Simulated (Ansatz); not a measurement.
# Two runs on BNH₂

System: BNH₂, charge +1, multiplicity 2, SMILES B=[NH+].
Method of run A: UKS PBE-D4/def2-TZVPP (Ansatz 0.2.0).

Text and figures count atoms from 1; the logs count them from 0 in places.

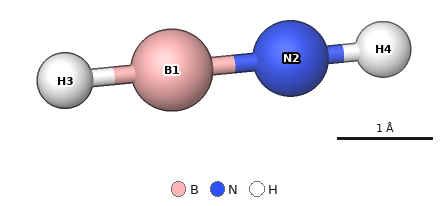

The structure as given in the input (ball-and-stick view, seen at an oblique angle; atoms are numbered from 1 in the order of the input).

## The input, run A
```yaml
crystal:
  periodic: [false, false, false]
  atoms:
    - { symbol: B, position_ang: [0.70624484, 0.06528632, -0.16635988] }
    - { symbol: "N", position_ang: [-0.59200052, 0.03412793, -0.04310761] }
    - { symbol: H, position_ang: [1.87335478, 0.09316836, -0.2770775] }
    - { symbol: H, position_ang: [-1.6019491, 0.01071738, 0.05256498] }
magnetization:
  spin_polarized: true
  initial_magnetization: 1
total_charge: 1
basis:
  gaussian: { orbitals: def2-TZVPP }
hamiltonian:
  xc: pbe
  dispersion: d4
relax:
  f_tol: 0.002
  max_steps: 150
```

Launched with:
```bash
ansatz run input.yaml --threads 2 --pin off --max-ram 5120MiB --backend cpu --events-out ev --progress --plain --runs-dir out
```

Hardware: 2 threads of Oxide Virtual Turin-like (Zen 5), 32 GiB of memory available, shared host.

## Output, shortened to warnings, some set-up lines, iterations and results (run A)
```
[...]
mean field evaluation 1: about -2151.6248 eV, gradient 8.5e1 eV
mean field evaluation 2: about -1985.2997 eV, gradient 1.5e2 eV
mean field evaluation 4: about -2171.5430 eV, gradient 5.0e1 eV
mean field evaluation 8: about -2185.3379 eV, gradient 1.6e-1 eV
mean field evaluation 16: about -2185.3307 eV, gradient 4.3e-3 eV
[... 8 lines ...]
relax step   4: F+E_penalty+E_count = -2185.35661791 eV  Δ(F+E_penalty+E_count) = -1.202e-7 eV  max|allowed force component| = 1.012e-3 eV/Å  Δτ_max = 0.0001 Å  (194 SCF …
mean field evaluation 192: about -2185.3357 eV, gradient 6.4e-8 eV
mean field evaluation 224: about -2185.3357 eV, gradient 1.4e-4 eV
mean field evaluation 256: about -2185.3357 eV, gradient 4.5e-3 eV
mean field evaluation 288: about -2185.3354 eV, gradient 2.7e-1 eV
mean field -2185.33571534 eV, -80.3096062649 hartree, gradient 5.2e-9 eV, S^2 0.753293; 4 other end points of the search recorded, 0 dependent functions left out
the calculation of the forces begins
reference -2185.33574383 eV, -80.3096073120 hartree; 7, 6 occupied and 83, 84 virtual orbitals, 442 factors
Total energy: -2185.35664662 eV, -80.3103754753 hartree
Atom 0 at     0.711814     0.065413    -0.166907 Å, force    -0.000023    -0.000301    -0.000073 eV/Å
Atom 1 at    -0.596131     0.034125    -0.042721 Å, force     0.000037     0.000715     0.000254 eV/Å
Atom 2 at     1.884827     0.093417    -0.278151 Å, force    -0.000001    -0.000008    -0.000025 eV/Å
Atom 3 at    -1.614860     0.010345     0.053800 Å, force    -0.000013    -0.000406    -0.000156 eV/Å
Dipole moment:     0.033318     0.000951    -0.003257 e Å
```

The input of run B differs as follows (lines with − go, lines with + come):
```diff
-  xc: pbe
-  dispersion: d4
+  xc: { name: B2PLYP }
```

Predict how the results change.

The total energies belong to different models, so their difference says nothing on which is more stable or more accurate. The functional changes from PBE to B2PLYP. The basis functions go from 90 to 88. On the same kind of shared host run B took about 0.67 times as long.

## Output, shortened to warnings, some set-up lines, iterations and results (run B)
```
[...]
mean field evaluation 1: about -2160.4761 eV, gradient 6.6e1 eV
mean field evaluation 2: about -2160.4767 eV, gradient 6.6e1 eV
mean field evaluation 4: about -2183.9539 eV, gradient 9.3e0 eV
mean field evaluation 8: about -2184.5453 eV, gradient 2.9e-1 eV
mean field evaluation 16: about -2184.5475 eV, gradient 2.7e-4 eV
[... 5 lines ...]
relax step   2: F+E_penalty+E_count = -2186.63703806 eV  Δ(F+E_penalty+E_count) = -6.837e-4 eV  max|allowed force component| = 5.771e-2 eV/Å  Δτ_max = 0.0035 Å  (142 SCF …
mean field evaluation 160: about -2184.5482 eV, gradient 5.6e-3 eV
relax step   3: F+E_penalty+E_count = -2186.63707529 eV  Δ(F+E_penalty+E_count) = -3.723e-5 eV  max|allowed force component| = 8.492e-4 eV/Å  Δτ_max = 0.0011 Å  (203 SCF …
mean field evaluation 192: about -2184.5482 eV, gradient 2.4e-4 eV
mean field evaluation 224: about -2184.5482 eV, gradient 9.6e-6 eV
mean field -2184.54822274 eV, -80.2806664458 hartree, gradient 1.6e-10 eV, S^2 0.755836; 3 other end points of the search recorded, 0 dependent functions left out
2 core orbitals not correlated: weight in the atoms' cores, before any rotation towards them, 1.000 or more for the frozen orbitals, at most 0.000 for the correlated occupied ones
reference -2184.54832837 eV, -80.2806703276 hartree; 5, 4 occupied and 83, 84 virtual orbitals, 607 factors
second order -7.73649093 eV of doubles, -0.00000000 eV of singles
the calculation of the forces begins
Total energy: -2186.63718092 eV, -80.3574342430 hartree
Atom 0 at     0.708303     0.065350    -0.166521 Å, force    -0.000849    -0.000336     0.000496 eV/Å
Atom 1 at    -0.591374     0.034189    -0.043195 Å, force     0.000466     0.000684    -0.000799 eV/Å
Atom 2 at     1.868771     0.093036    -0.276657 Å, force     0.000206     0.000020    -0.000076 eV/Å
Atom 3 at    -1.600050     0.010724     0.052393 Å, force     0.000177    -0.000367     0.000380 eV/Å
Dipole moment:     0.056507     0.001578    -0.005363 e Å
```

## The two runs side by side

```tsv
quantity	run A	run B
outcome	converged	converged
total energy (hartree)	−80.310375	−80.357434
⟨S²⟩	0.753	0.756
largest force (eV/Å)	0.001	0.001
basis functions	90	88
wall time (shared host)	68 s	45 s
```
